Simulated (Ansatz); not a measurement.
## Geometry relaxation of C19H33ClOSi (charge +1) (part 2 of 2)

Continued. System: C19H33ClOSi, charge +1, multiplicity 2. Method: UKS PBE-D4/def2-SVP (Ansatz 0.2.0). The geometry: PBE-D4/def2-SVP start.

**Output, continued**
```
Atom 28 at    -6.244215    -0.340880    -1.156319 Å, force     0.004450     0.002050     0.003629 eV/Å
Atom 29 at    -5.564789    -0.572762     0.489065 Å, force    -0.000470     0.003510    -0.002720 eV/Å
Atom 30 at    -3.291653     0.246788    -0.370183 Å, force    -0.004290    -0.003284    -0.002717 eV/Å
Atom 31 at    -3.958719     0.352760    -2.017451 Å, force     0.001544    -0.003109     0.004764 eV/Å
Atom 32 at    -3.796921    -2.231159    -0.325860 Å, force     0.000310     0.004029    -0.005508 eV/Å
Atom 33 at    -4.485603    -2.127517    -1.955970 Å, force     0.004508     0.003192     0.004247 eV/Å
Atom 34 at    -2.308532    -1.439500    -2.926596 Å, force    -0.000414    -0.002657     0.004014 eV/Å
Atom 35 at    -2.203400    -2.994296    -2.075262 Å, force     0.000069     0.004086     0.000338 eV/Å
Atom 36 at    -1.168601    -0.264316    -1.046082 Å, force    -0.000945    -0.004192     0.000304 eV/Å
Atom 37 at    -0.207426    -1.597943    -1.689022 Å, force    -0.000891    -0.000145     0.000798 eV/Å
Atom 38 at    -1.914029    -1.708395     0.890381 Å, force     0.004836    -0.001123    -0.003597 eV/Å
Atom 39 at    -0.980486    -3.069512     0.244111 Å, force     0.001367     0.004471     0.000181 eV/Å
Atom 40 at     0.149145    -1.836786     2.135507 Å, force     0.001515     0.001949    -0.005688 eV/Å
Atom 41 at     0.180711    -0.355708     1.157672 Å, force    -0.000685    -0.005081    -0.001729 eV/Å
Atom 42 at     1.548146    -3.011809     0.351774 Å, force     0.001037     0.004795    -0.000359 eV/Å
Atom 43 at     1.714637    -1.469896    -0.506413 Å, force    -0.000464     0.000374     0.002514 eV/Å
Atom 44 at     3.697459    -2.024839     0.919746 Å, force    -0.004122     0.002367     0.001518 eV/Å
Atom 45 at     2.678928    -2.049039     2.372351 Å, force     0.000963     0.000509    -0.001805 eV/Å
Atom 46 at     3.084719     0.441036     0.576110 Å, force     0.000403    -0.002478     0.004280 eV/Å
Atom 47 at     2.170225     0.398567     2.098530 Å, force     0.002383    -0.000678    -0.004287 eV/Å
Atom 48 at     4.247463    -0.249721     3.363037 Å, force     0.002480     0.000602    -0.006819 eV/Å
Atom 49 at     4.378167     1.353892     2.561301 Å, force     0.000959    -0.001355     0.000277 eV/Å
Atom 50 at     7.539690    -1.216734     0.698860 Å, force    -0.000544     0.008982    -0.003757 eV/Å
Atom 51 at     8.929013    -0.118983    -1.103630 Å, force    -0.008393     0.002356     0.006444 eV/Å
Atom 52 at     8.258281     2.141337    -1.978997 Å, force    -0.023563    -0.018458     0.027138 eV/Å
Atom 53 at     6.221574     3.290837    -1.076581 Å, force     0.002271    -0.006462     0.006735 eV/Å
Atom 54 at     4.845091     2.222636     0.696250 Å, force     0.012376    -0.003093    -0.005851 eV/Å
Dipole moment:     1.621685     0.340283    -0.253718 e Å
Checks for a lower state left out: stability, starts, cluster_reference, orbital_swaps, neighbouring_geometries, increment
```

**Trajectory as extended XYZ (Å, eV, eV/Å), 2 of the 10 frames kept, from step=1 to step=10**
```
55
Properties=species:S:1:pos:R:3:forces:R:3 step=1 energy=-42624.35001
C    -7.4795    1.9261    0.7646    0.0206  -0.2132   0.0550
Si   -5.7894    1.8040   -0.0535   -0.3557   0.7696   0.0938
C    -5.6535    2.9600   -1.5335    0.1499  -0.1214  -0.0867
Cl   -4.3513    2.4296    1.3627   -0.0107  -0.1054  -0.0583
C    -5.3700    0.0181   -0.5051    0.3799  -0.8922  -0.1916
C    -3.9578   -0.1984   -1.0674    0.0225   0.5376   0.0092
C    -3.6288   -1.6690   -1.3489   -0.2563  -0.4037   0.0655
C    -2.2376   -1.9050   -1.9561    0.1811   0.2864  -0.0456
C    -1.0493   -1.4022   -1.1208   -0.0856  -0.0756   0.0421
C    -0.9473   -2.0226    0.2775    0.0184  -0.0405  -0.0192
C     0.2441   -1.5280    1.1096   -0.0079   0.0133   0.0393
C     1.6206   -1.9206    0.5571   -0.0482  -0.0049  -0.0355
C     2.8002   -1.5565    1.4672    0.0284  -0.0482   0.0400
C     3.0018   -0.0509    1.6717   -0.0669  -0.1736  -0.1360
C     4.2532    0.2833    2.4843   -0.4747   0.2654   0.5685
O     5.4535   -0.2191    1.8980    0.6064   0.4842  -1.1286
C     6.0143    0.4316    0.8386   -0.4616  -0.4770   0.9008
C     7.1307   -0.2061    0.2539    0.6860  -0.3172  -0.3605
C     7.7952    0.3850   -0.8246    0.1108  -0.5039   0.2804
C     7.3629    1.6197   -1.3417    0.2091  -0.1261  -0.1239
C     6.2544    2.2503   -0.7610   -0.7445   0.1673   0.5293
C     5.5739    1.6684    0.3219   -0.1395   0.7483  -0.4409
H    -7.5315    1.2803    1.6641   -0.0264   0.0105   0.0045
H    -8.2751    1.6038    0.0608    0.0282  -0.0078  -0.0181
H    -7.6959    2.9678    1.0762    0.0772   0.0249  -0.0276
H    -6.3837    2.6713   -2.3181   -0.0074  -0.0273   0.0232
H    -5.8605    4.0078   -1.2370   -0.0135  -0.0232   0.0726
H    -4.6379    2.9241   -1.9757   -0.0037   0.0221  -0.0226
H    -6.1396   -0.3355   -1.2302   -0.0712   0.1805   0.0111
H    -5.5153   -0.5990    0.4100   -0.0329   0.1162   0.0682
H    -3.2211    0.2227   -0.3495    0.0186  -0.0486  -0.0106
H    -3.8294    0.3888   -2.0052   -0.0050  -0.0369   0.0096
H    -3.7367   -2.2485   -0.4047   -0.0022   0.0059  -0.0208
H    -4.3961   -2.0870   -2.0377    0.0300   0.0132   0.0176
H    -2.1968   -1.4227   -2.9581   -0.0020  -0.0119   0.0214
H    -2.1112   -2.9948   -2.1421   -0.0850  -0.0301   0.0456
H    -1.0971   -0.2943   -1.0214    0.0160   0.0366  -0.0363
H    -0.1161   -1.6060   -1.6882    0.0190   0.0081  -0.0285
H    -1.8813   -1.8121    0.8422    0.0191  -0.0050   0.0089
H    -0.8962   -3.1320    0.1832   -0.0080   0.0225   0.0153
H     0.1516   -1.9278    2.1444   -0.0058  -0.0011  -0.0204
H     0.1754   -0.4213    1.2084   -0.0127   0.0175   0.0009
H     1.6319   -3.0187    0.3769    0.0318   0.0354   0.0293
H     1.7789   -1.4514   -0.4397    0.0026  -0.0039  -0.0046
H     3.7357   -1.9796    1.0442   -0.0108  -0.0501  -0.0148
H     2.6682   -2.0452    2.4602    0.0119   0.0158  -0.0329
H     3.0518    0.4544    0.6822    0.0183   0.0462  -0.0142
H     2.1327    0.3967    2.2010    0.0853   0.0182   0.0293
H     4.2026   -0.2106    3.4769    0.0603  -0.0171  -0.0731
H     4.3361    1.3785    2.6672    0.0698  -0.0817  -0.0638
H     7.4557   -1.1690    0.6743    0.0217   0.0020  -0.0179
H     8.6660   -0.1237   -1.2663   -0.0365   0.0042   0.0184
H     7.8858    2.0826   -2.1915    0.0091   0.0030   0.0116
H     5.9014    3.2161   -1.1548    0.0071  -0.0267   0.0292
H     4.7072    2.1868    0.7534    0.0355   0.0196  -0.0072
55
Properties=species:S:1:pos:R:3:forces:R:3 step=10 energy=-42624.45527
C    -7.5870    1.8704    0.7572    0.0016  -0.0037  -0.0024
Si   -5.8903    1.8162   -0.0385    0.0026   0.0022   0.0049
C    -5.7184    2.9113   -1.5527   -0.0010  -0.0018  -0.0029
Cl   -4.4591    2.4194    1.3805   -0.0042  -0.0001  -0.0040
C    -5.4388   -0.0097   -0.4614    0.0004  -0.0065  -0.0024
C    -4.0487   -0.1938   -1.0533   -0.0026   0.0067   0.0030
C    -3.7152   -1.6837   -1.2900   -0.0003  -0.0076  -0.0004
C    -2.3259   -1.8987   -1.9143   -0.0012   0.0000  -0.0019
C    -1.1297   -1.3765   -1.1087   -0.0007   0.0024  -0.0008
C    -1.0031   -1.9574    0.3043   -0.0021  -0.0003   0.0021
C     0.2226   -1.4666    1.0887   -0.0006   0.0007   0.0024
C     1.5706   -1.9109    0.5051   -0.0016  -0.0013  -0.0013
C     2.7902   -1.5714    1.3728    0.0023  -0.0005  -0.0021
C     3.0248   -0.0690    1.5639    0.0038   0.0028   0.0003
C     4.2703    0.2647    2.3825   -0.0145  -0.0031   0.0032
O     5.4750   -0.2446    1.7595    0.0171   0.0214  -0.0135
C     6.1188    0.4275    0.8062   -0.0026  -0.0172   0.0117
C     7.2790   -0.2313    0.2863    0.0066   0.0105  -0.0145
C     8.0353    0.3827   -0.7041   -0.0086  -0.0135   0.0104
C     7.6569    1.6529   -1.1964    0.0157   0.0152  -0.0133
C     6.5078    2.3034   -0.6847   -0.0130  -0.0066   0.0026
C     5.7344    1.7087    0.3084    0.0090   0.0058  -0.0082
H    -7.6294    1.2304    1.6605   -0.0012   0.0012   0.0000
H    -8.3579    1.5217    0.0394    0.0004   0.0009   0.0013
H    -7.8316    2.9104    1.0552   -0.0009   0.0005   0.0004
H    -6.4075    2.5691   -2.3525    0.0018   0.0017   0.0039
H    -5.9782    3.9578   -1.2931    0.0010  -0.0018  -0.0011
H    -4.6836    2.8990   -1.9474   -0.0039   0.0007   0.0001
H    -6.2442   -0.3409   -1.1563    0.0044   0.0021   0.0036
H    -5.5648   -0.5728    0.4891   -0.0005   0.0035  -0.0027
H    -3.2917    0.2468   -0.3702   -0.0043  -0.0033  -0.0027
H    -3.9587    0.3528   -2.0175    0.0015  -0.0031   0.0048
H    -3.7969   -2.2312   -0.3259    0.0003   0.0040  -0.0055
H    -4.4856   -2.1275   -1.9560    0.0045   0.0032   0.0042
H    -2.3085   -1.4395   -2.9266   -0.0004  -0.0027   0.0040
H    -2.2034   -2.9943   -2.0753    0.0001   0.0041   0.0003
H    -1.1686   -0.2643   -1.0461   -0.0009  -0.0042   0.0003
H    -0.2074   -1.5979   -1.6890   -0.0009  -0.0001   0.0008
H    -1.9140   -1.7084    0.8904    0.0048  -0.0011  -0.0036
H    -0.9805   -3.0695    0.2441    0.0014   0.0045   0.0002
H     0.1491   -1.8368    2.1355    0.0015   0.0019  -0.0057
H     0.1807   -0.3557    1.1577   -0.0007  -0.0051  -0.0017
H     1.5481   -3.0118    0.3518    0.0010   0.0048  -0.0004
H     1.7146   -1.4699   -0.5064   -0.0005   0.0004   0.0025
H     3.6975   -2.0248    0.9197   -0.0041   0.0024   0.0015
H     2.6789   -2.0490    2.3724    0.0010   0.0005  -0.0018
H     3.0847    0.4410    0.5761    0.0004  -0.0025   0.0043
H     2.1702    0.3986    2.0985    0.0024  -0.0007  -0.0043
H     4.2475   -0.2497    3.3630    0.0025   0.0006  -0.0068
H     4.3782    1.3539    2.5613    0.0010  -0.0014   0.0003
H     7.5397   -1.2167    0.6989   -0.0005   0.0090  -0.0038
H     8.9290   -0.1190   -1.1036   -0.0084   0.0024   0.0064
H     8.2583    2.1413   -1.9790   -0.0236  -0.0185   0.0271
H     6.2216    3.2908   -1.0766    0.0023  -0.0065   0.0067
H     4.8451    2.2226    0.6963    0.0124  -0.0031  -0.0059
```

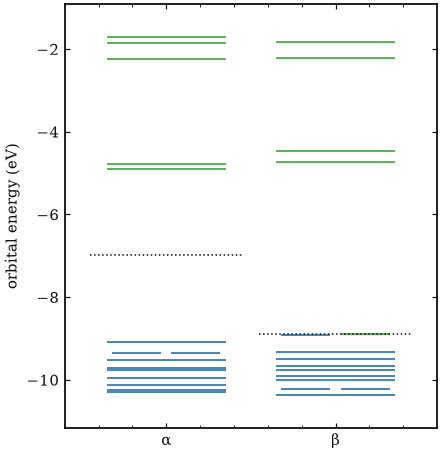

**Figure 1.** Orbital energies near the frontier for α and β spins; the dotted line parts filled from empty levels, and levels within 0.02 eV of each other stand side by side. α: highest filled −9.09 eV, lowest empty −4.90 eV, 4.19 eV apart; β: highest filled −8.91 eV, lowest empty −8.90 eV, 0.01 eV apart.
